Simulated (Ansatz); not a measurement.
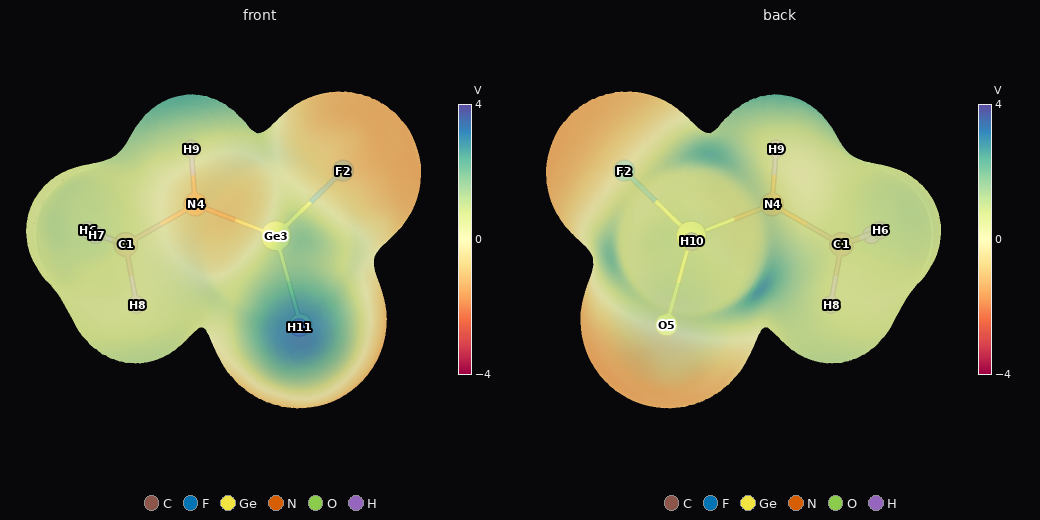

Figure 1: CH$_{6}$FGeNO. The electrostatic potential painted on the density surface at 0.004 e/bohr³, seen from the front and from behind; red is negative and blue positive.

Geometry: PBE0-D3(BJ)/def2-SVP.

Level of theory: Ansatz 0.2.0, isolated molecule in a Gaussian basis; Kohn-Sham density functional theory, functional PBE0.

```json
{"atom": "C", "x (Å)": "-2.8153", "y (Å)": "1.1103", "z (Å)": "0.4100"}
{"atom": "F", "x (Å)": "1.3435", "y (Å)": "1.1581", "z (Å)": "0.3030"}
{"atom": "Ge", "x (Å)": "-0.1327", "y (Å)": "0.7839", "z (Å)": "-0.5371"}
{"atom": "N", "x (Å)": "-1.4019", "y (Å)": "1.3026", "z (Å)": "0.6366"}
{"atom": "O", "x (Å)": "-0.2821", "y (Å)": "-0.9508", "z (Å)": "-0.7992"}
{"atom": "H", "x (Å)": "-3.3062", "y (Å)": "1.9282", "z (Å)": "-0.1523"}
{"atom": "H", "x (Å)": "-3.3557", "y (Å)": "0.9926", "z (Å)": "1.3644"}
{"atom": "H", "x (Å)": "-2.9754", "y (Å)": "0.1805", "z (Å)": "-0.1582"}
{"atom": "H", "x (Å)": "-1.1642", "y (Å)": "2.0957", "z (Å)": "1.2224"}
{"atom": "H", "x (Å)": "-0.0320", "y (Å)": "1.4023", "z (Å)": "-1.9322"}
{"atom": "H", "x (Å)": "-0.4130", "y (Å)": "-1.4239", "z (Å)": "0.0311"}
```

Q: Which sites attract a positive test charge, and which a negative one?

A: A positive charge is drawn to the negative regions and a negative charge to the positive ones. The most negative region (about −1.6 V) lies over O5, the most positive (about +3.1 V) over H11. O5 is the likeliest acceptor of a hydrogen bond.

Q: What dipole moment does the calculation give?

A: Its dipole moment is 2.84 D.
